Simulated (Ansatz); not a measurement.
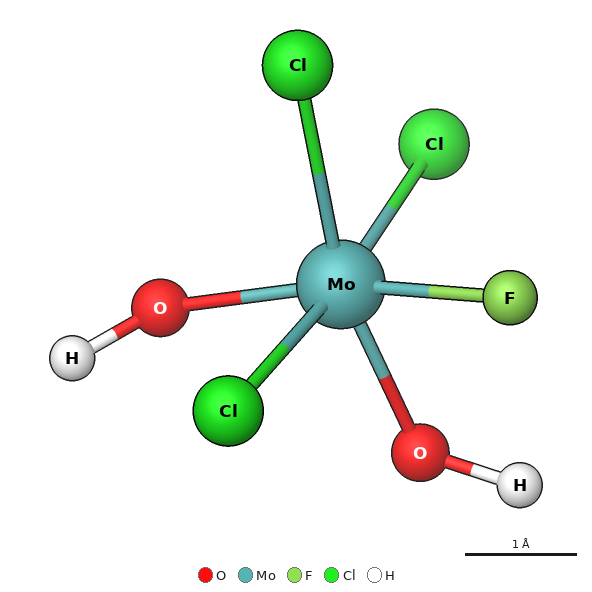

The picture shows the input geometry.

The calculation was set up as follows.

```yaml
crystal:
  periodic: [false, false, false]
  atoms:
    - {symbol: O, position_ang: [-0.475516, -0.024204, -1.602310]}
    - {symbol: Mo, position_ang: [-0.112765, 0.121462, 0.209255]}
    - {symbol: O, position_ang: [0.352633, -1.634565, 0.380348]}
    - {symbol: F, position_ang: [-0.202976, 1.940385, -0.169872]}
    - {symbol: Cl, position_ang: [0.093760, 0.758612, 2.397762]}
    - {symbol: Cl, position_ang: [-2.316936, -0.257940, 0.672016]}
    - {symbol: Cl, position_ang: [2.190007, 0.426524, -0.067993]}
    - {symbol: H, position_ang: [-0.733849, 0.744659, -2.125609]}
    - {symbol: H, position_ang: [1.205654, -2.074933, 0.306413]}
basis:
  gaussian: {orbitals: def2-TZVPP}
hamiltonian: {xc: {name: wB97M-V}}
output: {forces: true, orbitals: {seedname: orbitals}}
```

It was started with:

```sh
ansatz run in.yaml --threads 2 --pin off --events-out ev --progress --plain --max-ram 22528MiB --backend cuda --devices 0, --max-vram 18GiB
```

Result:

```
Functional definition: wB97M-V
  name "wB97M-V"
  cite "Mardirossian & Head-Gordon, J. Chem. Phys. 144, 214110 (2016) doi:10.1063/1.4952647"
  cite "Becke, J. Chem. Phys. 107, 8554 (1997) doi:10.1063/1.475007"
  cite "Vydrov & Van Voorhis, J. Chem. Phys. 133, 244103 (2010) doi:10.1063/1.3521275"
  # Of w^i u^j: cxij and so on, Table III.
  parameter omega = 0.3/bohr
  parameter cx = 0.15
  parameter cx01 = 1.007
  parameter cx10 = 0.259
  parameter css00 = 0.443
  parameter css04 = -1.437
  parameter css10 = -4.535
  parameter css20 = -3.390
  parameter css43 = 4.278
  parameter cos00 = 1.000
  parameter cos10 = 1.358
  parameter cos20 = 2.924
  parameter cos21 = -8.812
  parameter cos60 = -1.390
  parameter cos61 = 9.142
  parameter b = 6.0
  parameter c = 0.01
  gx(w, u) = 1 - cx + cx01*u + cx10*w
  gss(w, u) = css00 + css04*u^4 + css10*w + css20*w^2 + css43*w^4*u^3
  gos(w, u) = cos00 + cos10*w + (cos20 + cos21*u)*w^2 + (cos60 + cos61*u)*w^6
  exchange = spin_sum(e_x_unif_sr(omega)*gx(b97_w, b97_u_x)) + cx*exact_x_sr(omega) + exact_x_lr(omega)
  correlation = spin_sum(e_c_pw_mod_same_spin*gss(b97_w, b97_u_same))
      + integral(e_c_pw_mod_opposite_spin*gos(b97_w_opposite, b97_u_opposite)) + vv10(b, c)
1832 factors; their error is unknown
313 factors; integrals over basis functions are off by at most 1.9e-5 eV
mean field evaluation 1: about -46254.1421 eV, gradient 9.4e1 eV
mean field evaluation 2: about -46129.7636 eV, gradient 3.0e2 eV
mean field evaluation 4: about -46270.0027 eV, gradient 1.6e1 eV
mean field evaluation 8: about -46270.3986 eV, gradient 1.5e-1 eV
mean field evaluation 16: about -46270.5023 eV, gradient 2.8e-3 eV
mean field -46270.50228439 eV, -1700.4095956784 hartree, gradient 9.0e-5 eV, S^2 0.000000; 0 other end points of the search recorded, 0 dependent functions left out
the calculation of the forces begins
reference -46270.50236765 eV, -1700.4095987381 hartree; 46, 46 occupied and 257, 257 virtual orbitals, 1832 factors
Total energy: -46270.50236765 eV, -1700.4095987381 hartree
Atom 0 at    -0.475516    -0.024204    -1.602310 Å, force     0.034014     0.039804     0.220632 eV/Å
Atom 1 at    -0.112765     0.121462     0.209255 Å, force    -0.033830    -0.123584    -0.276734 eV/Å
Atom 2 at     0.352633    -1.634565     0.380348 Å, force    -0.040313     0.240298    -0.031525 eV/Å
Atom 3 at    -0.202976     1.940385    -0.169872 Å, force     0.030864    -0.155732     0.032342 eV/Å
Atom 4 at     0.093760     0.758612     2.397762 Å, force    -0.006400    -0.000717    -0.023599 eV/Å
Atom 5 at    -2.316936    -0.257940     0.672016 Å, force     0.009498     0.000987     0.023552 eV/Å
Atom 6 at     2.190007     0.426524    -0.067993 Å, force     0.010009    -0.004387     0.026252 eV/Å
Atom 7 at    -0.733849     0.744659    -2.125609 Å, force     0.007078    -0.021825     0.028136 eV/Å
Atom 8 at     1.205654    -2.074933     0.306413 Å, force    -0.010920     0.025156     0.000944 eV/Å
Dipole moment:     0.004581    -0.397402    -0.397488 e Å
```
